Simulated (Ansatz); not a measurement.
**C2H3Ge (SMILES [C]#[C][GeH3]): UMP2/def2-SVPD**

What is the vertical doublet–quartet gap of C2H3Ge at UMP2/def2-SVPD? 

Program for the calculation: Ansatz 0.2.0.

55 further runs of the same task are left out: 6 that didn't finish, 49 set aside as unsound or not needed. Runs told in other sessions of the task aren't counted.

### 1 The structure to begin with

C2H3Ge: 6 atoms, total charge 0, spin state doublet. As SMILES, `[C]#[C][GeH3]`. The shape is that of a PBE0-D4/def2-TZVP optimisation.

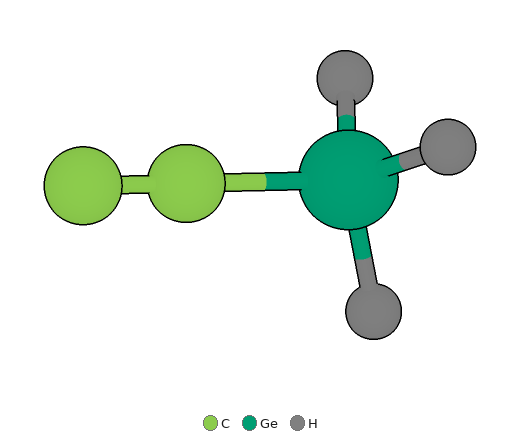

Viewed from a chosen angle; carbon green, germanium teal, hydrogen grey.

### 2 The energy at UMP2/def2-SVPD

run.yaml

```yaml
crystal:
  periodic: [false, false, false]
  atoms:
    - {symbol: C, position_ang: [1.063000, -1.993700, 1.127200]}
    - {symbol: C, position_ang: [0.554800, -1.039400, 0.581600]}
    - {symbol: Ge, position_ang: [-0.244200, 0.461100, -0.277700]}
    - {symbol: H, position_ang: [-1.482100, -0.028100, -1.035900]}
    - {symbol: H, position_ang: [0.783700, 1.059700, -1.242900]}
    - {symbol: H, position_ang: [-0.633000, 1.476400, 0.801400]}
basis:
  gaussian:
    orbitals: def2-SVPD
magnetization:
  spin_polarized: true
  initial_magnetization: 1
correlation:
  method: mp2
  frozen_orbitals: {C: 1, Ge: 9, H: 0}
accuracy: high
```

Launch:

```
$ ansatz run run.yaml --threads 1 --pin off --max-ram 3480MiB --events-out events.jsonl --progress --plain --runs-dir runs
```

Log:

```text
Warning: RAYON_NUM_THREADS=1 ignored (pool sized by the plan → 1); use --threads N
Functional definition: HF
  name "HF"
  exchange = exact_x
  correlation = 0
2013 factors; integrals over basis functions are off by at most 4.5e-9 eV
mean field evaluation 1: about -58566.2021 eV, gradient 1.5e1 eV
mean field evaluation 2: about -58566.2880 eV, gradient 1.5e1 eV
mean field evaluation 4: about -58568.5228 eV, gradient 3.5e0 eV
mean field evaluation 8: about -58568.8889 eV, gradient 1.1e0 eV
mean field evaluation 16: about -58569.0519 eV, gradient 1.4e-8 eV
mean field evaluation 32: about -58568.4759 eV, gradient 6.8e-2 eV
mean field evaluation 64: about -58568.4783 eV, gradient 2.8e-2 eV
mean field evaluation 96: about -58568.4786 eV, gradient 1.1e-3 eV
mean field -58569.05193411 eV, -2152.3729590492 hartree, gradient 1.3e-8 eV, S^2 1.148077; 4 other end points of the search recorded, 0 dependent functions left out
11 core orbitals not correlated: weight in the atoms' cores, before any rotation towards them, 1.000 or more for the frozen orbitals, at most 0.000 for the correlated occupied ones
reference -58569.05193411 eV, -2152.3729590492 hartree; 13, 12 occupied and 78, 79 virtual orbitals, 2013 factors
second order -11.93073342 eV of doubles, -0.00000000 eV of singles
Total energy: -58580.98266753 eV, -2152.8114054155 hartree
```

Run time: 45 s. Hardware: 1 thread of Arm Neoverse V1, shared host; peak memory 0.44 GiB.

### 3 The quartet

run.yaml

```yaml
crystal:
  periodic: [false, false, false]
  atoms:
    - symbol: C
      position_ang: [1.063000, -1.993700, 1.127200]
    - symbol: C
      position_ang: [0.554800, -1.039400, 0.581600]
    - symbol: Ge
      position_ang: [-0.244200, 0.461100, -0.277700]
    - symbol: H
      position_ang: [-1.482100, -0.028100, -1.035900]
    - symbol: H
      position_ang: [0.783700, 1.059700, -1.242900]
    - symbol: H
      position_ang: [-0.633000, 1.476400, 0.801400]
basis:
  gaussian: {orbitals: def2-SVPD}
accuracy: high
magnetization: {spin_polarized: true, initial_magnetization: 3}
correlation: {method: mp2, frozen_orbitals: {C: 1, Ge: 9, H: 0}}
total_charge: 0
```

Launch:

```
$ ansatz run run.yaml --threads 1 --pin off --max-ram 3480MiB --events-out events.jsonl --progress --plain --runs-dir runs
```

Log, cut to the lines that bear on the results:

```text
Warning: RAYON_NUM_THREADS=1 ignored (pool sized by the plan → 1); use --threads N
[... 2 set-up lines as earlier in the session ...]
[...]
2013 factors; integrals over basis functions are off by at most 4.5e-9 eV
[...]
mean field -58564.89843289 eV, -2152.2203206950 hartree, gradient 1.8e-8 eV, S^2 3.865382; 8 other end points of the search recorded, 0 dependent functions left out
11 core orbitals not correlated: weight in the atoms' cores, before any rotation towards them, 1.000 or more for the frozen orbitals, at most 0.000 for the correlated occupied ones
reference -58564.89843289 eV, -2152.2203206950 hartree; 14, 11 occupied and 77, 80 virtual orbitals, 2013 factors
second order -10.96316031 eV of doubles, -0.00000000 eV of singles
Total energy: -58575.86159321 eV, -2152.6232094053 hartree
```

Run time: 2.1 min. Hardware: 1 thread of Arm Neoverse V1, shared host; peak memory 0.46 GiB.

### 4 Outcome

Level: UMP2/def2-SVPD, 11 core orbitals frozen.

| quantity | value |
| --- | --- |
| doublet: total energy | -2152.81141 Eh |
| doublet: correlation energy (11 core orbitals frozen) | -438.4 mEh |
| doublet: ⟨S²⟩ of the reference determinant | 1.148 |
| quartet: total energy | -2152.62321 Eh |
| quartet: correlation energy (11 core orbitals frozen) | -402.9 mEh |
| quartet: ⟨S²⟩ of the reference determinant | 3.865 |
| vertical energy of the quartet above the doublet | 5.121 eV |

**Reading.** At this shape the quartet lies 5.12 eV (494 kJ/mol) above the doublet. ⟨S²⟩ (doublet) is 1.15 where a pure doublet has 0.75: the reference is spin-contaminated. ⟨S²⟩ (quartet) is 3.87 where a pure quartet has 3.75: the reference is spin-contaminated.
